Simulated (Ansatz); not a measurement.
# Run report: SiH3O (charge −1), single-point calculation

- system: SiH3O, charge −1
- method: RKS PBE0-D4/def2-TZVPPD (Ansatz 0.2.0)

The geometry comes from this level: PBE0-D4/def2-TZVPD.

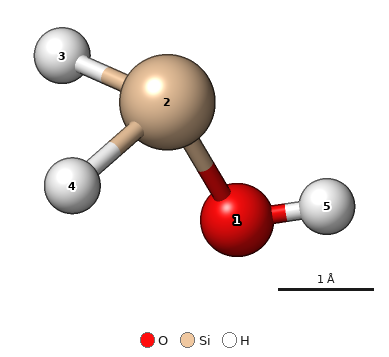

**Figure 1.** The structure as given in the input (ball-and-stick view, seen at a tilt; atoms are numbered from 1 in the order of the input).

## Key numbers

```json
{"quantity": "outcome", "value": "converged"}
{"quantity": "total energy", "value": "−9969.7427 eV"}
{"quantity": "mean-field energy", "value": "−9969.6728 eV"}
{"quantity": "dispersion energy", "value": "−0.0699 eV"}
{"quantity": "SCF solution under orbital rotations", "value": "stable"}
{"quantity": "HOMO", "value": "0.35 eV"}
{"quantity": "LUMO", "value": "4.04 eV"}
{"quantity": "hardware", "value": "2 threads of Arm Neoverse V2, 23 GiB of memory available, shared host"}
{"quantity": "wall time", "value": "1.1 s (CPU time 2.1 s)"}
{"quantity": "peak memory", "value": "0.18 GiB"}
```

The highest filled orbital lies above zero: either the extra electron isn't bound at this level, or the self-interaction error of the functional lifts the level.

## Input
```yaml
crystal:
  periodic: [false, false, false]
  atoms:
    - {symbol: O, position_ang: [-0.195034, -0.553592, 1.459982]}
    - {symbol: Si, position_ang: [0.251235, 0.041333, -0.133554]}
    - {symbol: H, position_ang: [0.906425, -1.240924, -0.708394]}
    - {symbol: H, position_ang: [-1.077303, -0.228472, -0.885929]}
    - {symbol: H, position_ang: [0.090761, 0.114862, 2.080180]}
basis:
  gaussian: {orbitals: "def2-TZVPPD.json"}
total_charge: -1
hamiltonian: {xc: pbe0, dispersion: d4}
output: {orbitals: {seedname: orbitals}}
```

Run as:
```bash
ansatz run in.yaml --threads 2 --pin off --events-out ev --progress --plain --max-ram 4352MiB
```

## Log
```
Functional definition: PBE0
  name "PBE0"
  cite "Adamo & Barone, J. Chem. Phys. 110, 6158 (1999) doi:10.1063/1.478522"
  cite "Perdew, Burke & Ernzerhof, Phys. Rev. Lett. 77, 3865 (1996) doi:10.1103/PhysRevLett.77.3865"
  parent pbe
  parameter a = 0.25
  parameter kappa = 0.804
  parameter beta = 0.06672455060314922
  exchange = (1 - a)*pbe_x(kappa = kappa, mu = beta*pi^2/3) + a*exact_x
  correlation = pbe_c(beta = beta)
683 factors; their error is unknown
mean field evaluation 1: about -9968.8381 eV, gradient 1.5e1 eV
mean field evaluation 2: about -9968.9436 eV, gradient 1.8e1 eV
mean field evaluation 4: about -9969.6459 eV, gradient 1.2e0 eV
mean field evaluation 8: about -9969.6727 eV, gradient 2.6e-1 eV
mean field -9969.67275632 eV, -366.3787161078 hartree, gradient 5.9e-5 eV, S^2 0.000000; 0 other end points of the search recorded, 0 dependent functions left out
reference -9969.67278820 eV, -366.3787172793 hartree; 13, 13 occupied and 126, 126 virtual orbitals, 683 factors
Total energy: -9969.74273527 eV, -366.3812877870 hartree
```

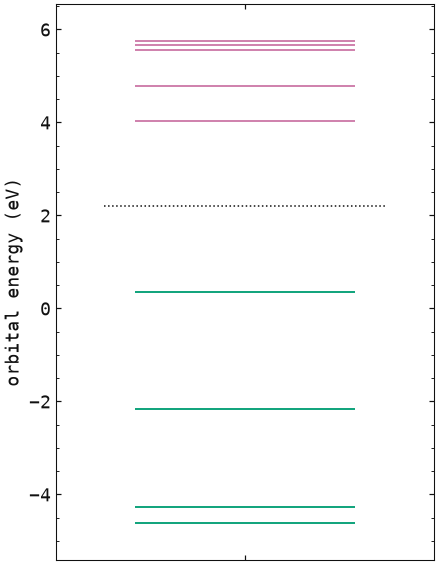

**Figure 2.** Orbital energies near the frontier; the dotted line parts filled from empty levels, and levels within 0.02 eV of each other stand side by side. Highest filled 0.35 eV, lowest empty 4.04 eV, 3.69 eV apart.
